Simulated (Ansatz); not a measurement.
C₃H₈N₂: several calculations on one system

### Relaxation

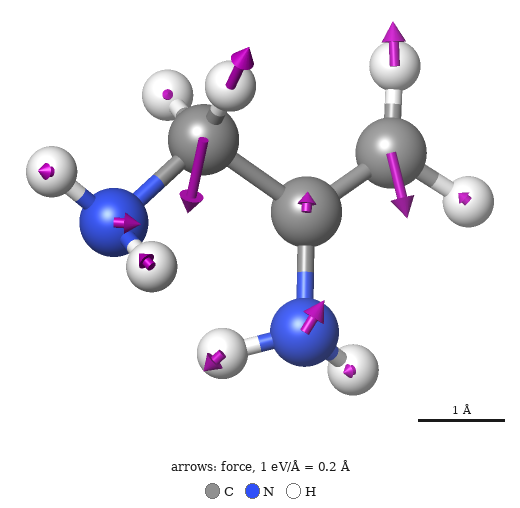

Starting geometry of C3H8N2 with the computed forces as purple arrows. A ball-and-stick model, seen at a tilt.

The run prepares an end point of a later path (torsion) calculation, from a guessed geometry.

All numbers below come from Ansatz 0.2.0, RKS PBE-D4/def2-mTZVP.

Input file:
```yaml
crystal:
  periodic: [false, false, false]
  atoms:
    - { symbol: C, position_ang: [0.1565, 0.7234, 1.7278] }
    - { symbol: C, position_ang: [-0.1968, 0.3431, 0.4795] }
    - { symbol: "N", position_ang: [-1.4285, 0.6615, -0.1479] }
    - { symbol: C, position_ang: [0.8507, -0.5249, -0.3002] }
    - { symbol: "N", position_ang: [0.2073, -0.9568, -1.6031] }
    - { symbol: H, position_ang: [1.049, 0.5227, 2.1871] }
    - { symbol: H, position_ang: [-0.5457, 1.3986, 2.2844] }
    - { symbol: H, position_ang: [-1.5842, -0.0579, -0.8181] }
    - { symbol: H, position_ang: [-2.1484, 0.8236, 0.57] }
    - { symbol: H, position_ang: [1.0112, -1.4318, 0.3105] }
    - { symbol: H, position_ang: [1.6984, 0.0119, -0.4576] }
    - { symbol: H, position_ang: [0.9291, -1.4787, -2.0708] }
    - { symbol: H, position_ang: [0.0219, -0.0694, -2.1468] }
basis:
  gaussian: { orbitals: def2-mTZVP }
hamiltonian:
  xc: pbe
  dispersion: d4
relax:
  f_tol: 0.015
  max_steps: 40
output:
  orbitals: {}
```

Command:
```bash
ansatz run input.yaml --threads 2 --pin off --max-ram 3072MiB --backend cpu --events-out ev --progress --plain --runs-dir out
```

Q: Is this structure relaxed? If not, where do the atoms go?

A: It isn't relaxed: the largest force vector, on C4, is 5.12 eV/Å. The final displacements have little in common with the starting forces (cosine between the two patterns 0.09). The largest move after the best rigid fit is that of H13, 0.61 Å. Largest moves by element: H 0.61 Å, N 0.33 Å, C 0.25 Å. Near-neighbour distances that change, for instance: C4–H11 1.016 → 1.106 Å, C1–H6 1.024 → 1.089 Å, C2–C4 1.568 → 1.518 Å, C4–N5 1.516 → 1.471 Å. Bond angles that change, for instance: C2–N3–H8 105.7° → 114.9°, C2–N3–H9 109.5° → 117.6°, H10–C4–H11 113.5° → 106.8°. Groups turn about C2–C4 by about 35°. The energy falls by 60.7 kJ/mol in 12 accepted moves (15 points after the start). The largest force component goes from 4.9 to 0.01 eV/Å. The line search rejected the trial steps at points 3, 7, 10 of the run.

### Relaxation

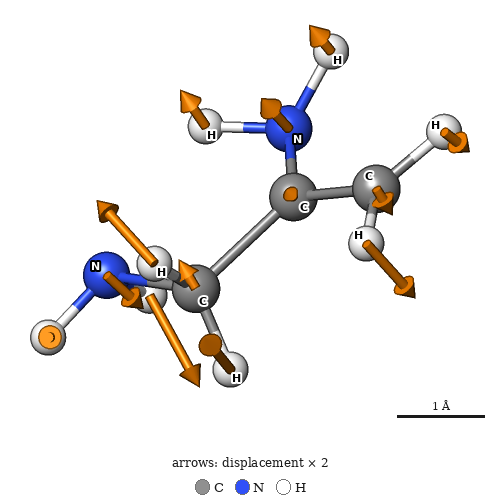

This is a relaxation of C3H8N2. The starting structure is drawn; orange arrows show the displacements, 2 times their true length. The two geometries are superimposed by the best rigid fit.

A ball-and-stick model, seen from a free direction.

The run prepares an end point of a later path (torsion) calculation, from a guessed geometry.

Level of theory: RKS PBE-D4/def2-mTZVP (Ansatz).

The input:
```yaml
crystal:
  periodic: [false, false, false]
  atoms:
    - { symbol: C, position_ang: [0.1565, 0.7234, 1.7278] }
    - { symbol: C, position_ang: [-0.1968, 0.3431, 0.4795] }
    - { symbol: "N", position_ang: [0.61069, -0.43192, -0.39193] }
    - { symbol: C, position_ang: [-1.60513, 0.8227, -0.01569] }
    - { symbol: "N", position_ang: [-1.74189, 0.41482, -1.4693] }
    - { symbol: H, position_ang: [1.049, 0.5227, 2.1871] }
    - { symbol: H, position_ang: [-0.5457, 1.3986, 2.2844] }
    - { symbol: H, position_ang: [0.31592, -0.19743, -1.31337] }
    - { symbol: H, position_ang: [1.60256, -0.30128, -0.14892] }
    - { symbol: H, position_ang: [-1.58232, 1.92692, 0.02128] }
    - { symbol: H, position_ang: [-2.33408, 0.41372, 0.56128] }
    - { symbol: H, position_ang: [-2.66754, 0.71728, -1.72188] }
    - { symbol: H, position_ang: [-1.71373, -0.64184, -1.48118] }
basis:
  gaussian: { orbitals: def2-mTZVP }
hamiltonian:
  xc: pbe
  dispersion: d4
relax:
  f_tol: 0.015
  max_steps: 40
```

Run as
```bash
ansatz run input.yaml --threads 2 --pin off --max-ram 3072MiB --backend cpu --events-out ev --progress --plain --runs-dir out
```

> Atoms of which element are displaced furthest, and by how much?

Hydrogen: up to 0.62 Å, against 0.34 Å for nitrogen.

> What did the optimiser do to the structure, and how much energy did it gain?

Over 13 accepted moves (14 points after the start) the energy falls by 0.629 eV. The largest force component goes from 4 to 0.012 eV/Å. The line search rejected the trial step at point 11 of the run. The largest move after the best rigid fit is that of H13, 0.62 Å. By element the largest moves are H 0.62 Å, N 0.34 Å, C 0.20 Å. Among the contacts that change: C4–H11 1.016 → 1.106 Å, C1–H6 1.024 → 1.092 Å, C2–C4 1.568 → 1.518 Å, C4–N5 1.516 → 1.471 Å. Among the angles between lasting bonds that change: C2–N3–H8 105.7° → 115.2°, C2–N3–H9 109.5° → 117.9°, H10–C4–H11 113.5° → 106.8°. Groups turn about C2–C4 by about 35°.

### Path

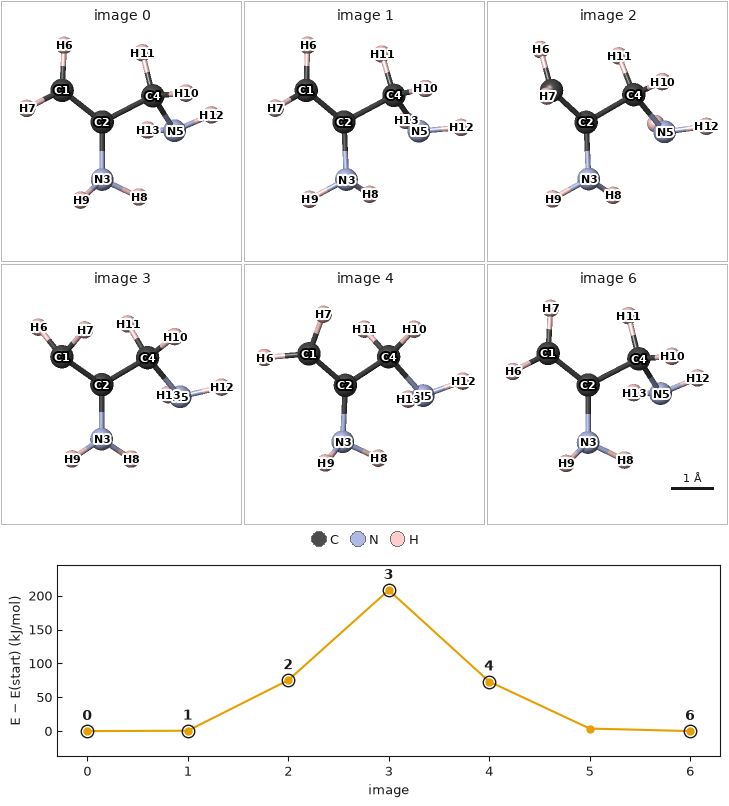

NEB run on C3H8N2. Images are numbered from 0 (start) to 6 (end). The picture is a ball-and-stick view, seen from a free direction.

Computed with Ansatz, RKS PBE-D4/def2-mTZVP. Set-up: 5 movable images; climbing image; force threshold 0.05 eV/Å; iteration limit 60; starting path through a guess of the saddle point.

Describe the mechanism and the energy profile.

Answer. The motion is a rotation about the C1–C2 bond by about 180°. No bond forms or breaks between the ends. Among the angles between lasting bonds that change up to the highest image: C2–C1–H7 122.2° → 108.5°, H6–C1–H7 117.3° → 104.3°. The barrier is about 208.3 kJ/mol in both directions, with image 3 at the top; the ends have the same energy. The band converged in 14 iterations. The largest component of the band force went from 23 to 0.043 eV/Å. The climbing image converged on the top of the path. Its vibrational analysis gives one imaginary mode (1198i cm⁻¹), as a transition state must have.
